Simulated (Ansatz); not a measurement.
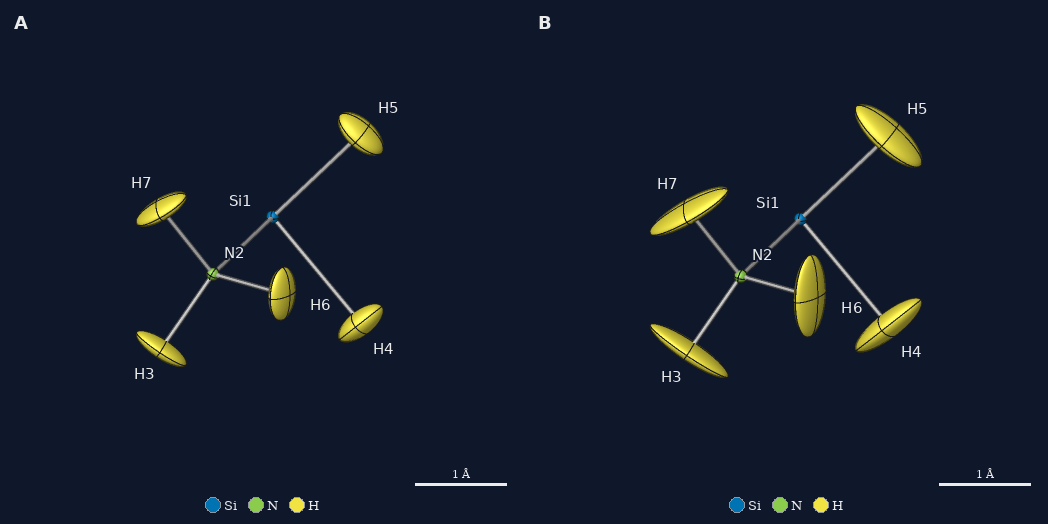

Displacement ellipsoids at the 50 % level, from the internal vibrations of the free molecule (harmonic, no overall translation or rotation; no half-axis is drawn under 0.075 Å). Vibrations computed with RKS PBE0-D4/def2-TZVP (Ansatz 0.2.0). One panel is for 200 K, the other for 600 K.

Which panel is for 600 K?

Answer. B.

How much does the mean-square displacement of H7 grow, and why?

Answer. U_eq goes from 0.0235 to 0.0491 Å², a factor of 2.1. Modes below kT (417 cm⁻¹ at 600 K) grow about in proportion to T, and the lowest lies at 172 cm⁻¹; the mean-square amplitude of a mode is its zero-point value times coth(ħω/2kT), which comes close to 1 only above about 3kT.
